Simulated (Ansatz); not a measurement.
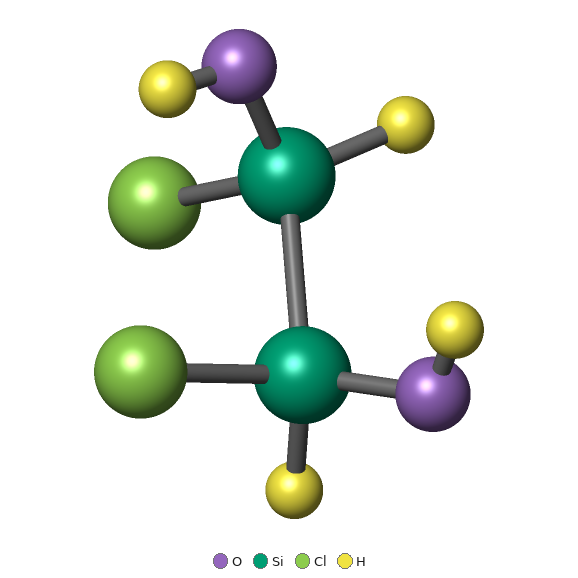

Figure made from data computed with Ansatz.

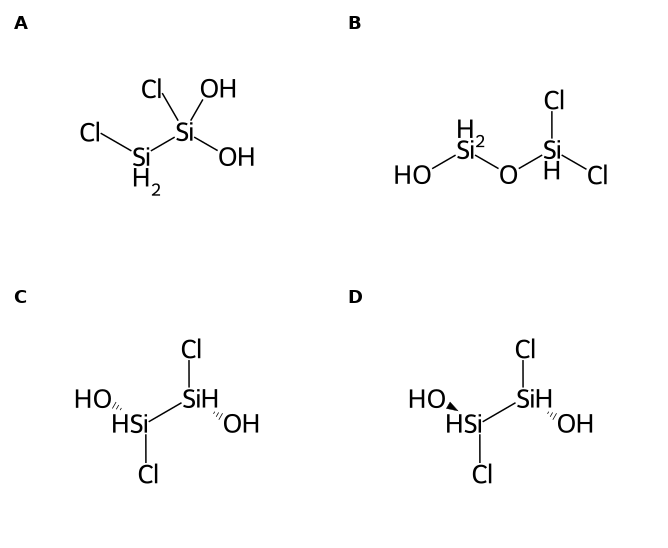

Which structural formula matches the 3D model?

Answer. D, `O[Si@H](Cl)[Si@@H](O)Cl`.
